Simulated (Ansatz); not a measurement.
Formation energy of the bound charge states of Nb on the Si site (Nb_Si) in 4H silicon carbide (start: the Si(k) site; 96-site cell, 2×2×2 shifted sampling) against the Fermi level, Si-rich (Δμ(Si) = 0.00 eV, Δμ(Nb) = -1.10 eV, bounded by Nb5Si3 (I4/mcm); only phases computed here count, gases as isolated molecules at 0 K). The numbers are results of PBE, PAW (plane waves to 420 eV; Ansatz, an electronic-structure program), not measurements.

Cell and caveats: 96-site cell; 2×2×2 shifted k-points; host gap 2.23 eV; charged states image-corrected; not converged in cell size; flagged in the runs: a host whose relaxation on this sampling wasn't shown to rest, a strain field that reaches the edge of the cell.

Left out: charge +2 (carrier in host band states); charge −1 (level within 0.1 eV of a band edge or past it).

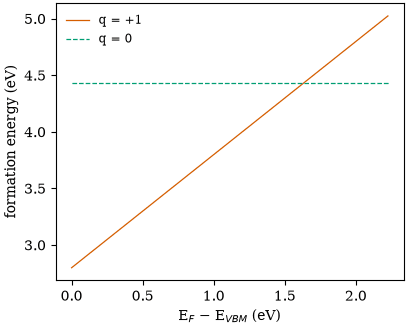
*Formation energy of each charge state against the Fermi level*

Crossings of the lowest lines: (+1/0) at 1.63 eV. At the valence-band maximum: q = +1: 2.80 eV; q = 0: 4.43 eV.
